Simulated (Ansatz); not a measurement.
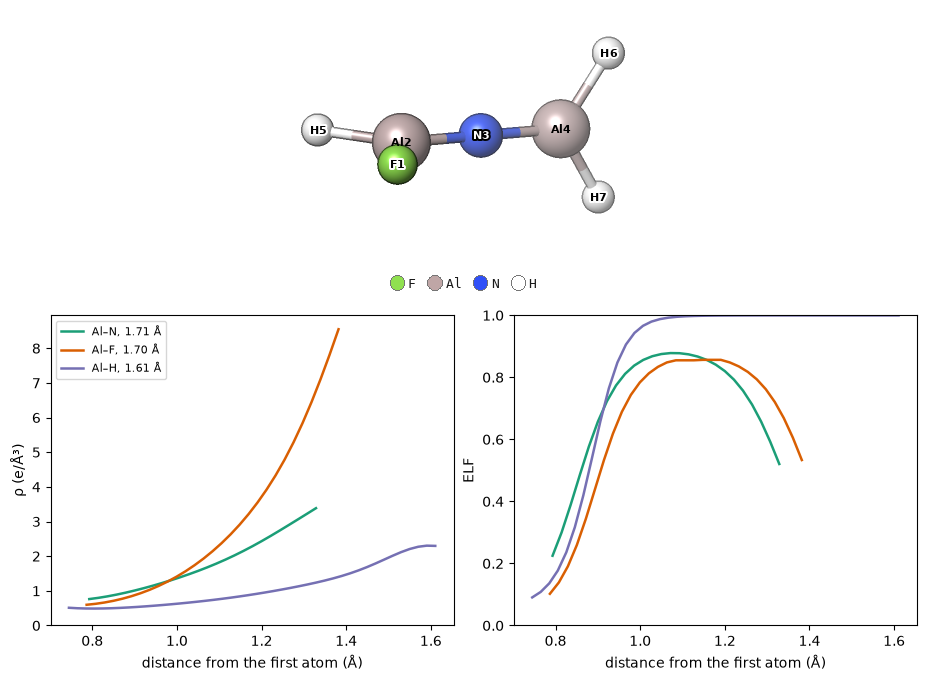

Figure. Al2FH3N (charge −1). Total electron density and ELF along straight lines between neighbouring atoms. The curves leave out the atomic cores. The structure is drawn too.

Computed with Ansatz, RKS r2SCAN/def2-SVP.

```xyz
7

F    -1.5840   -1.7632   -1.8589
Al   -1.0843   -0.2410   -1.2880
N     0.0053    0.0191    0.0097
Al    1.1041    0.2756    1.3120
H    -1.8228    0.8680   -2.1926
H     0.6632    0.4392    2.8710
H     2.7184    0.4022    1.1468
```

What can be read from the curves?

Answer. Al–N (1.71 Å): ρ is about 0.89 e/Å³ halfway; the ELF peaks at about 0.90 in the valence shell of N, 0.6 Å from its nucleus, and is about 0.50 at the midpoint.
Al–F (1.70 Å): ρ at the midpoint is about 0.71 e/Å³; the ELF peaks at about 0.85 in the valence shell of F, 0.6 Å from its nucleus, and is about 0.25 at the midpoint.
Al–H (1.61 Å): ρ is about 0.49 e/Å³ halfway; the ELF climbs to about 1 towards the hydrogen.
